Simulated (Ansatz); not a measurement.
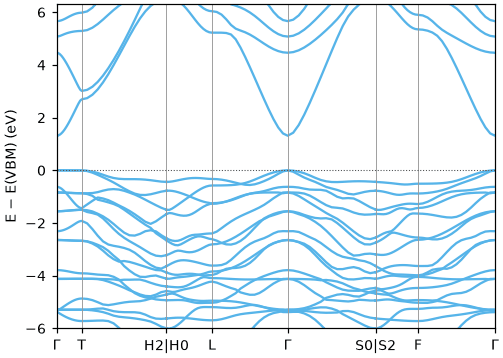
*Band structure from DFT-LDA in the program Ansatz with PAW potentials*

Read off the gap and where the band edges lie.

About 1.3 eV (1.32 eV by a search for the band edges); maximum at Γ, minimum at Γ.

Which of these materials gives this?
A) ZnS, R3m (Pearson symbol hR6)
B) ZnCdTe2, R3m (Zn on 3a, Cd on 3a, Te on 3a, Te on 3a)
C) ZnInGaO4, R3m (Pearson symbol hR7)
D) InGaP2, R3m (In on 3a, Ga on 3a, P on 3a, P on 3a)

C, ZnInGaO4, R3m (Pearson symbol hR7)

The cell was relaxed with LDA under the symmetry of its start. Spin–orbit coupling is left out wherever it is not named.

Potentials: the later of the program's two PAW sets.
